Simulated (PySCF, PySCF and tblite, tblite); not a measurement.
# (CF3)2C(OH)2 (C3H2F6O2): conformers and averaged spectra, part 2 of 2

PySCF and tblite. Atoms count from 0. The steps go on from the part before.

## 10. Couplings, conformer 2: B3LYP/pcJ-1+pcSseg-1

The job: settings as JSON, then the geometry in Å.

```
{"job": {"xc": "B3LYP", "basis": {"default": "pcSseg-1", "H": "pcJ-1", "F": "pcJ-1"}, "nuclei": ["H", "F", "P", "Si", "B"], "kind": "j"}, "charge": 0, "multiplicity": 1}
O     -0.233417    -1.353709     0.807288
C     -0.098512    -0.329487    -0.106181
O      0.079427    -0.732425    -1.412875
C     -1.438983     0.436711    -0.081893
F     -1.702475     0.883547     1.139836
F     -1.399734     1.475282    -0.907918
F     -2.418159    -0.368271    -0.459570
C      1.105352     0.550603     0.309977
F      1.023392     0.978026     1.556552
F      1.290744     1.584380    -0.489896
F      2.200353    -0.241817     0.219031
H      0.618620    -1.790976     0.926502
H      0.969005    -1.091379    -1.518581
```

What it wrote:

```text
coarse grid: 13192 points
cycle   1  E = -864.5032799154  dE =  2.214e+00  |g| = 1.561e+00  |ddm| = 3.133e+00
cycle   2  E = -863.8656830263  dE =  6.376e-01  |g| = 2.592e+00  |ddm| = 2.317e+00
cycle   3  E = -864.8923427418  dE = -1.027e+00  |g| = 1.048e-01  |ddm| = 1.508e+00
cycle   4  E = -864.8936568876  dE = -1.314e-03  |g| = 6.768e-02  |ddm| = 1.383e-01
cycle   5  E = -864.8944739533  dE = -8.171e-04  |g| = 1.617e-02  |ddm| = 5.188e-02
cycle   6  E = -864.8945091301  dE = -3.518e-05  |g| = 4.172e-03  |ddm| = 1.052e-02
cycle   7  E = -864.8945117222  dE = -2.592e-06  |g| = 9.304e-04  |ddm| = 2.957e-03
final grid: 136408 points
cycle   8  E = -865.0109125543  dE = -2.502e-04  |g| = 7.077e-03  |ddm| = 2.776e-02
cycle   9  E = -865.0109043577  dE =  8.197e-06  |g| = 1.020e-02  |ddm| = 8.757e-03
cycle  10  E = -865.0109191371  dE = -1.478e-05  |g| = 4.252e-04  |ddm| = 5.268e-03
cycle  11  E = -865.0109191584  dE = -2.134e-08  |g| = 2.217e-04  |ddm| = 4.018e-04
cycle  12  E = -865.0109191668  dE = -8.324e-09  |g| = 4.722e-05  |ddm| = 1.665e-04
cycle  13  E = -865.0109191671  dE = -3.363e-10  |g| = 1.307e-05  |ddm| = 3.194e-05
converged SCF energy = -865.0109191671

Indirect spin-spin couplings (Hz)
  i      j    bonds     total        FC       PSO       DSO        SD
  4 F    5 F    2     48.212    28.427   -28.861     0.093    48.552
  4 F    6 F    2     59.620    35.672   -25.853    -0.020    49.822
  4 F    8 F    4     21.014    24.801    -7.257     1.405     2.064
  4 F    9 F    4      0.698    -0.686     2.333    -0.133    -0.816
  4 F   10 F    4      0.848     2.171    -0.100    -1.035    -0.188
  4 F   11 H    4     -1.135    -0.914     1.519    -1.670    -0.070
  4 F   12 H    4      5.568     5.688     1.810    -2.058     0.127
  5 F    6 F    2     59.799    35.559   -25.652    -0.015    49.907
  5 F    8 F    4      0.716    -0.710     2.349    -0.157    -0.766
  5 F    9 F    4     25.718    29.954    -7.961     1.457     2.268
  5 F   10 F    4      0.931     2.253    -0.143    -1.018    -0.161
  5 F   11 H    4      5.626     5.755     1.806    -2.057     0.123
  5 F   12 H    4     -1.110    -0.894     1.492    -1.638    -0.070
  6 F    8 F    4      0.716     1.958     0.090    -1.079    -0.254
  6 F    9 F    4      0.826     2.003     0.139    -1.073    -0.243
  6 F   10 F    4      4.853     5.237    -3.706    -1.207     4.528
  6 F   11 H    4     -0.970    -0.728     1.846    -1.924    -0.165
  6 F   12 H    4     -0.950    -0.706     1.867    -1.940    -0.170
  8 F    9 F    2     29.510    29.672   -44.189     0.022    44.005
  8 F   10 F    2     71.264    39.031   -19.951     0.077    52.107
  8 F   11 H    4      0.576     0.130     0.198     0.408    -0.161
  8 F   12 H    4     -0.969    -0.187     0.867    -1.455    -0.194
  9 F   10 F    2     72.129    38.829   -19.130     0.078    52.353
  9 F   11 H    4     -1.045    -0.262     0.884    -1.475    -0.191
  9 F   12 H    4      0.633     0.158     0.271     0.375    -0.171
 10 F   11 H    4     -1.678    -1.703    -2.243     2.722    -0.454
 10 F   12 H    4     -2.127    -2.129    -2.343     2.824    -0.479
 11 H   12 H    4      0.278     0.095    -1.506     1.689         -
```

Run time: 97 s. Hardware: 1 thread of Intel Xeon Platinum 8488C, shared host; peak memory 1.2 GiB.

In short: HOMO -9.42 eV, LUMO 0.12 eV; dipole 3.21 D.

## 11. Averages: properties at PBE0/pcSseg-1 in chloroform

The job: settings as JSON, then the geometry in Å.

```
{"job": {"study": "conf", "smiles": "OC(O)(C(F)(F)F)C(F)(F)F", "search": {"seed": 7464, "n_embed": 90, "ff_keep": 18, "window": 3.0, "nmax": 7, "temps": [200, 250, 298.15, 350, 400], "t_ref": 298.15, "order": 0.001, "geom": true}, "level": {"nmr": {"xc": "PBE0", "basis": "pcSseg-1", "solvent": "chloroform"}, "sp": {"xc": "PBE0", "basis": "def2-SVPD", "solvent": "chloroform"}, "j": {"xc": "B3LYP", "basis": {"default": "pcSseg-1", "H": "pcJ-1", "F": "pcJ-1"}, "nuclei": ["H", "F", "P", "Si", "B"], "top": 4}}, "kind": "conf"}, "charge": 0, "multiplicity": 1}
O     -0.038617     0.596728    -1.463279
C      0.056495     0.298340    -0.122128
O      0.414282     1.370278     0.665749
C     -1.320453    -0.165853     0.408517
F     -1.359214    -0.254203     1.724455
F     -2.235343     0.730040     0.019135
F     -1.653709    -1.341314    -0.109294
C      1.133321    -0.805995    -0.019301
F      1.149068    -1.331404     1.199100
F      2.327330    -0.241370    -0.240021
F      0.961307    -1.773451    -0.900154
H     -0.732748     1.261412    -1.566357
H      1.293893     1.657278     0.385850
```

What it wrote:

```text
conformer  sym    E(xTB)   E(DFT)   G(298.15 K)  weight  dipole/D
    1     C2      0.000    0.000    0.000   0.8996    2.493
    2     Cs      3.094    1.958    1.299   0.1004    3.717

mean shielding (ppm) by class
class atoms           200 K      250 K   298.15 K      350 K      400 K
  0 O  0,2          252.256    252.349    252.464    252.597    252.724
  1 C  1             92.566      92.57     92.573     92.578     92.582
  2 C  3,7           58.211     58.204     58.195     58.185     58.175
  3 F  4,5,6        273.402     273.38    273.354    273.323    273.294
  4 H  11,12         28.208     28.215     28.223     28.232     28.241
```

It took 5 min on 1 thread of Intel Xeon Platinum 8488C, shared host. This counts the runs that the step sums up.

The search (ETKDG and KDG, MMFF94s, GFN2-xTB) embedded 90 structures, kept 2 distinct ones after the force field and 2 after xTB; 2 were carried on (window 3.0 kcal/mol at the search's own energies). Energies: PBE0/def2-SVPD in chloroform with D3(BJ).

The conformers at 298 K:

| no. | group | mirror pair | ΔE xTB | ΔE DFT | ΔG | weight (%) | μ (D) | H11–O0–C1–O2 (°) | O0–C1–O2–H12 (°) | A, B, C (GHz) |
| --- | --- | --- | --- | --- | --- | --- | --- | --- | --- | --- |
| 1 | C2 | yes | 0.00 | 0.00 | 0.00 | 90.0 | 2.49 | -62 | -62 | 1.70, 0.97, 0.91 |
| 2 | Cs | no | 3.09 | 1.96 | 1.30 | 10.0 | 3.72 | 72 | -73 | 1.71, 0.96, 0.91 |

Energies in kcal/mol. ΔG holds xTB vibrations and rotation, symmetry numbers and mirror pairs.

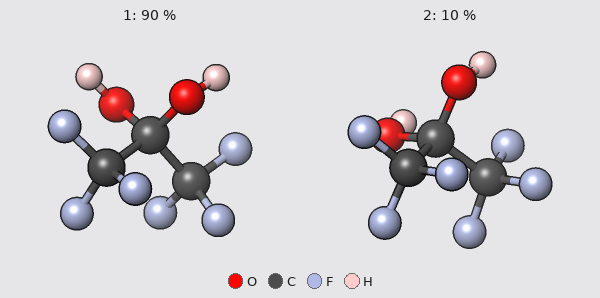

Conformers, most populated first.

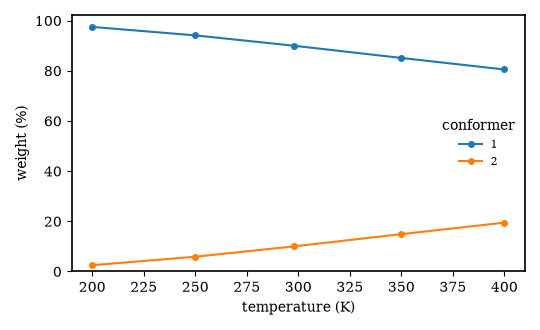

Weights against temperature.

How the weights hang on the way they are made:

| scheme | 1 | 2 | mean μ (D) |
| --- | --- | --- | --- |
| DFT free energy | 90 | 10 | 2.62 |
| DFT energy, symmetry counted | 96 | 4 | 2.54 |
| DFT energy alone | 96 | 4 | 2.54 |
| xTB energy, symmetry counted | 99 | 1 | 2.50 |
| xTB free energy | 98 | 2 | 2.51 |
| lowest conformer only | 100 | 0 | 2.49 |
| equal weights | 50 | 50 | 3.10 |

Shifts against references run at the same level (17O H2O 341.0, 1H TMS 31.25, 13C TMS 185.2, 19F CFCl3 179.6 ppm of shielding), by class of atoms, at 298 K:

| atoms | environment | no. 1 | no. 2 | average | measured |
| --- | --- | --- | --- | --- | --- |
| C3, C7 | CF3 carbon | 126.9 | 127.2 | 127.0 | – |
| C1 | sp3 carbon bearing two oxygens | 92.6 | 92.5 | 92.6 | – |
| H11, H12 | hydrogen on an alcohol oxygen | 3.04 | 2.85 | 3.02 | – |
| O0, O2 | alcohol oxygen | 88.8 | 86.0 | 88.5 | – |
| F4, F5, F6 and 3 more | fluorine of a CF3 group | -93.8 | -93.2 | -93.7 | -92.7 |

Measured: G. Saielli, R. Bini, A. Bagno, Computational 19F NMR. 2. Organic compounds, RSC Adv. 2014, ESI (exp. from Berger-Braun-Kalinowski 1994 and Everett 1995).

Couplings (Hz, B3LYP/pcJ-1+pcSseg-1; one pair named for each class, the eight largest averages at most for each number of bonds), from conformers that hold 100 % of the weight:

| pair | bonds | no. 1 | no. 2 | average |
| --- | --- | --- | --- | --- |
| F4–F5 | 2 | 59.7 | 56.8 | 59.4 |
| F4–F8 | 4 | 5.3 | 6.3 | 5.4 |

## 12. Summary of results

What follows sums up all 2 parts.

```
                                         quantity                                                value
                                       conformers  2; the first in weight is no. 1 (C2), 90 % at 298 K
                          root-mean-square dipole                                               2.64 D
averaged 13C shifts (PBE0/pcSseg-1 in chloroform)                                      127.0, 92.6 ppm
 averaged 1H shifts (PBE0/pcSseg-1 in chloroform)                                             3.02 ppm
averaged 19F shifts (PBE0/pcSseg-1 in chloroform)                                            -93.7 ppm
```

Conformer 1 leads with 90 % at 298 K, and its share goes from 97 % at 200 K to 81 % at 400 K. Among conformers over 5 %, H11, H12 differ by 0.19 ppm, while the average moves by 0.03 ppm from 200 to 400 K. Against 1 measured 19F shift the average misses by 1.0 ppm, the leading conformer alone by 1.1 ppm. Vibration is missing from the shifts, so part of that gap is not the functional's. Protons on O, N, S or Se exchange and bind to solvent, so their values hold for the lone molecule only.
